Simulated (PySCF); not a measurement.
**B$_{2}$F$_{3}$H$_{2}$Si, doublet, SMILES `F[B][SiH2]B(F)F`: what the electrons do**

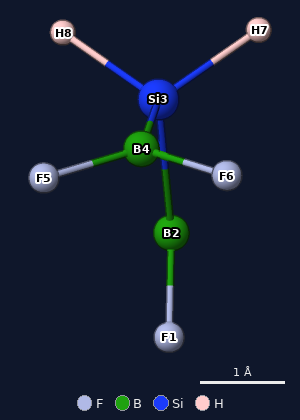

The molecule, with its atoms numbered as below. No frequency check shows the geometry to be a minimum.

Geometry (Å), atoms numbered from 1:

```
F1      -2.0974   -1.2886   -0.0003
B2      -2.0465    0.0048   -0.0022
Si3     -0.4420    1.1622    0.0011
B4       1.1644    0.0256    0.0002
F5       1.6951   -0.4968    1.0993
F6       1.6955   -0.4934   -1.1002
H7      -0.5200    2.0447   -1.1737
H8      -0.5205    2.0412    1.1796
```

### 1. Bonding charge

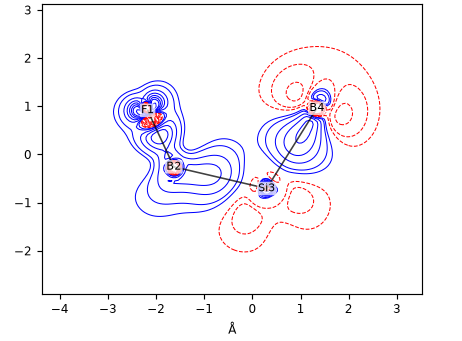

Deformation density (molecule less spherical, spin-averaged free atoms) in the plane of F1, B2, Si3 and B4; contours at ±0.05 to ±0.8 e/Å³; solid blue lines: gain, dashed red lines: loss.

Computed with PySCF, PBE0/def2-TZVP, geometry: GFN2-xTB. The stability of the open-shell solution wasn't checked. GFN2-xTB doesn't know the spin state, so this open-shell geometry is rough.

> Describe the bonding that the map shows.

F1–B2: +0.32 e/Å³ at the bond critical point (bond length 1.29 Å, Mayer order 1.3). Si3–B4: +0.22 e/Å³ at the bond critical point (bond length 1.97 Å, Mayer order 1.0). B2–Si3: +0.19 e/Å³ at the bond critical point (bond length 1.98 Å, Mayer order 1.0). In all, 1.9 electrons gather in the regions of gain relative to the promolecule.

> Where do the Hirshfeld charges lie?

The highest Hirshfeld charge is on B4 (+0.21 e), the lowest on F5 and F6 (−0.14 e).

### 2. Bond critical points

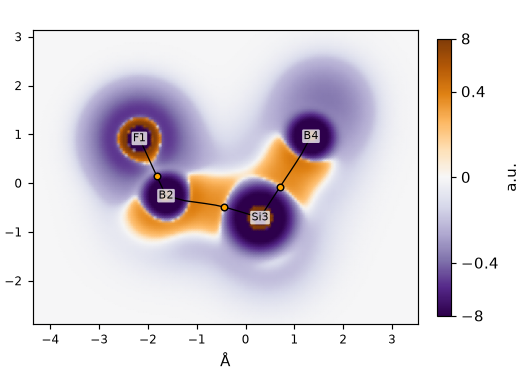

Negative Laplacian of the density (−∇²ρ) in the plane of F1, B2, Si3 and B4 (orange positive, purple negative, colour scale in a.u., logarithmic beyond ±0.04), with bond paths and bond critical points (dots).

> Sort the bonds in the plane by the sign of ∇²ρ at their critical points.

At none is it concentrated. Depleted (∇²ρ > 0): F1–B2 (+1.50 a.u., H = −0.144); Si3–B4 (+0.03 a.u., H = −0.077); B2–Si3 (+0.02 a.u., H = −0.072). A positive Laplacian with clearly negative H marks a strongly polar covalent bond, whose critical point lies close to the core of the less electronegative atom.

> Where along F1–B2 does the critical point lie?

0.86 Å from F1 and 0.44 Å from B2.

### 3. Local ionisation energy

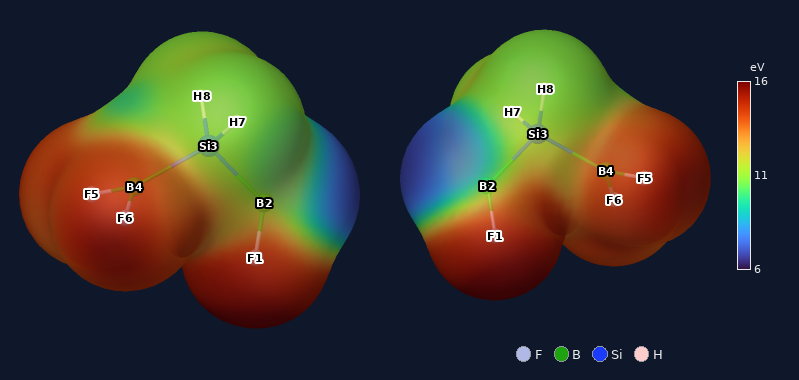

Average local ionisation energy on the surface of electron density 0.001 a.u. (back view left, front view right).

> Where are the most loosely bound electrons on this surface?

The lowest value is 6.7 eV, 2.2 Å from B2. Further minima include 9.9 eV, over B4, off the plane of its three bonds (2.0 Å); 10.7 eV, 1.4 Å from H8, and at like points elsewhere; 13.6 eV, 1.7 Å from F5. For comparison, the highest occupied orbital lies at −5.9 eV.

### 4. Spin density

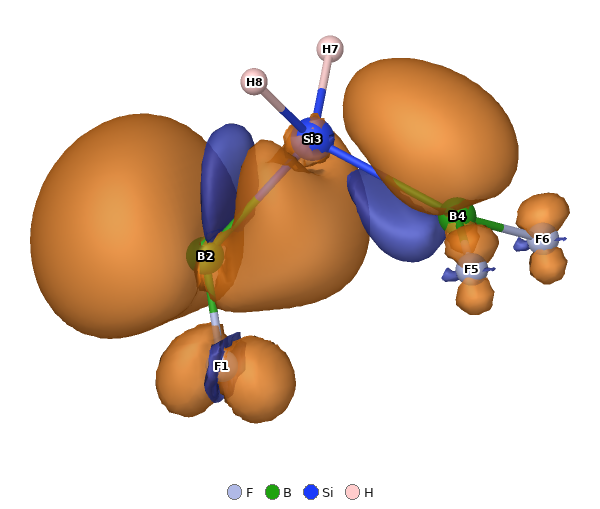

Spin density ρα − ρβ at ±0.01 e/Å³ (orange: excess α, blue: excess β).

> Give the atomic spin populations that go with this picture.

Hirshfeld spin populations: B2 +0.68, Si3 +0.15, F1 +0.09 and B4 +0.07. ⟨S²⟩ = 0.76, against 0.75 for a pure state. The picture also shows regions of β spin from spin polarisation; the Hirshfeld sums, whose atoms overlap, net them against the α spin of neighbours.

### 5. In an electric field

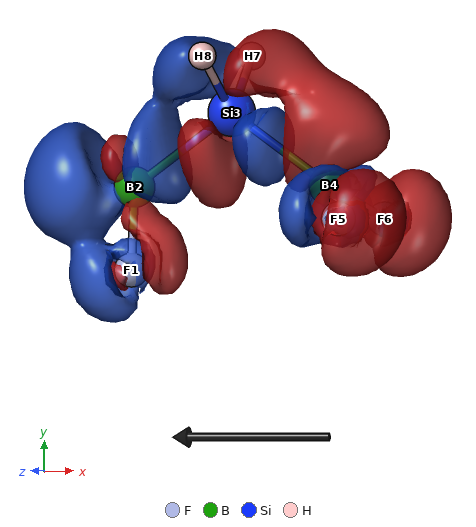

Change of the electron density in a uniform field of 0.10 V/Å along −x (arrow), surfaces at ±0.0006 e/Å³ (red: gain, blue: loss).

PySCF calculation, HF/6-31G*, gas phase; geometry: GFN2-xTB. A basis without diffuse functions makes polarisabilities too small. The stability of the open-shell solution wasn't checked. GFN2-xTB doesn't know the spin state, so this open-shell geometry is rough.

The field was applied in both directions; the picture shows the one opposite to the script's first.

> What dipole is induced, and what polarisability does it imply?

The induced dipole is 0.25 D (along the field); α along this axis, from the fields in both directions, is 49 bohr³ (7.3 Å³).

The PySCF runs shown took 30 s and 3.1 s on 1 thread of Intel(R) Xeon(R) Platinum 8488C (Sapphire Rapids), with other jobs on the host.
